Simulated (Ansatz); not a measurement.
# r2SCAN0/cc-pVTZ run of [BF2]+ (SMILES F[B+]F)

Aim: the vertical ionisation energy of [BF2]+ at r2SCAN0/cc-pVTZ, from 2 runs. 

Program for the calculation: Ansatz 0.2.0.

6 further runs of the same task are left out: 3 that didn't finish, 3 set aside as unsound or not needed.

### 1 The molecule

[BF2]+ has 3 atoms, charge +1, and is taken as a singlet. SMILES: `F[B+]F`. Geometry: relaxed at PBE0-D4/def2-TZVP.

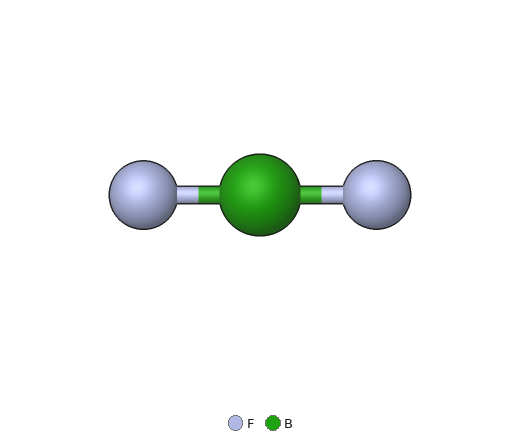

The structure, seen from a chosen angle (fluorine light blue, boron green).

### 2 The energy at r2SCAN0/cc-pVTZ

in.yaml

```yaml
crystal:
  periodic: [false, false, false]
  atoms:
    - {symbol: F, position_ang: [0.329710, 1.140520, 0.307700]}
    - {symbol: B, position_ang: [0.000000, -0.000000, 0.000000]}
    - {symbol: F, position_ang: [-0.329720, -1.140520, -0.307700]}
basis:
  gaussian:
    orbitals: cc-pVTZ
total_charge: 1
hamiltonian:
  xc: {name: r2SCAN0}
accuracy: high
output:
  orbitals: {seedname: orbitals}
```

On the command line:

```sh
ansatz run in.yaml --threads 1 --pin off --max-ram 3480MiB --events-out events.jsonl --progress --plain --runs-dir runs
```

Standard output:

```text
Warning: RAYON_NUM_THREADS=1 ignored (pool sized by the plan → 1); use --threads N
Functional definition: r2SCAN0
  name "r2SCAN0"
  parameter a = 0.25
  parameter k0 = 0.174
  parameter k1 = 0.065
  parameter a1 = 4.9479
  exchange = (1 - a)*r2scan_x(k0 = k0, k1 = k1, a1 = a1) + a*exact_x
  correlation = r2scan_c
1354 factors; integrals over basis functions are off by at most 4.1e-9 eV
mean field evaluation 1: about -6092.3332 eV, gradient 8.5e1 eV
mean field evaluation 2: about -6081.0351 eV, gradient 1.2e2 eV
mean field evaluation 4: about -6101.1756 eV, gradient 9.1e-1 eV
mean field evaluation 8: about -6101.1775 eV, gradient 1.1e-3 eV
mean field evaluation 16: about -6101.1775 eV, gradient 2.5e-8 eV
mean field -6101.17751490 eV, -224.2141381459 hartree, gradient 2.3e-8 eV, S^2 0.000000; 0 other end points of the search recorded, 0 dependent functions left out
reference -6101.17751540 eV, -224.2141381645 hartree; 11, 11 occupied and 79, 79 virtual orbitals, 1354 factors
Total energy: -6101.17751540 eV, -224.2141381645 hartree
```

Wall time 3.6 s (1 thread of Arm Neoverse V2, shared host); peak memory 0.2 GiB.

### 3 Doublet [BF2]2+

run.yaml

```yaml
crystal:
  periodic: [false, false, false]
  atoms:
    - {symbol: F, position_ang: [0.329710, 1.140520, 0.307700]}
    - {symbol: B, position_ang: [0.000000, -0.000000, 0.000000]}
    - {symbol: F, position_ang: [-0.329720, -1.140520, -0.307700]}
basis:
  gaussian:
    orbitals: cc-pVTZ
total_charge: 2
magnetization:
  spin_polarized: true
  initial_magnetization: 1
hamiltonian:
  xc: {name: r2SCAN0}
accuracy: high
output: {orbitals: {seedname: orbitals}}
```

On the command line:

```sh
ansatz run run.yaml --threads 1 --pin off --max-ram 3480MiB --events-out events.jsonl --progress --plain --runs-dir runs
```

Standard output, cut to the lines that bear on the results:

```text
Warning: RAYON_NUM_THREADS=1 ignored (pool sized by the plan → 1); use --threads N
[... 8 set-up lines as earlier in the session ...]
1356 factors; integrals over basis functions are off by at most 4.1e-9 eV
mean field evaluation 1: about -6063.2495 eV, gradient 7.0e1 eV
mean field evaluation 2: about -6053.8102 eV, gradient 8.9e1 eV
mean field evaluation 4: about -6074.7882 eV, gradient 9.7e-1 eV
mean field evaluation 8: about -6074.9170 eV, gradient 7.6e-2 eV
mean field evaluation 16: about -6074.9171 eV, gradient 6.1e-5 eV
mean field evaluation 32: about -6074.9171 eV, gradient 9.2e-3 eV
mean field evaluation 64: about -6074.7674 eV, gradient 5.9e0 eV
mean field -6074.91705989 eV, -223.2490842243 hartree, gradient 1.0e-8 eV, S^2 0.781280; 4 other end points of the search recorded, 0 dependent functions left out
reference -6074.91706063 eV, -223.2490842516 hartree; 11, 10 occupied and 79, 80 virtual orbitals, 1356 factors
Total energy: -6074.91706063 eV, -223.2490842516 hartree
```

Wall time 72 s (1 thread of Arm Neoverse V2, shared host); peak memory 0.34 GiB.

### 4 Results

Level: r2SCAN0/cc-pVTZ.

```
                                            quantity          value
                        singlet [BF2]+: total energy  -224.21414 Eh
                         singlet [BF2]+: HOMO energy      -23.09 eV
                         singlet [BF2]+: LUMO energy       -7.96 eV
                       singlet [BF2]+: HOMO–LUMO gap       15.13 eV
                       doublet [BF2]2+: total energy  -223.24908 Eh
 doublet [BF2]2+: HOMO energy (highest over α and β)      -32.80 eV
  doublet [BF2]2+: LUMO energy (lowest over α and β)      -29.35 eV
                               doublet [BF2]2+: ⟨S²⟩          0.781
vertical ionisation energy (to the doublet dication)      26.260 eV
```

**Reading.** Removing an electron at fixed nuclei costs 26.26 eV (2534 kJ/mol). The negative HOMO energy of the first species, 23.09 eV, lies 3.17 eV below that difference.
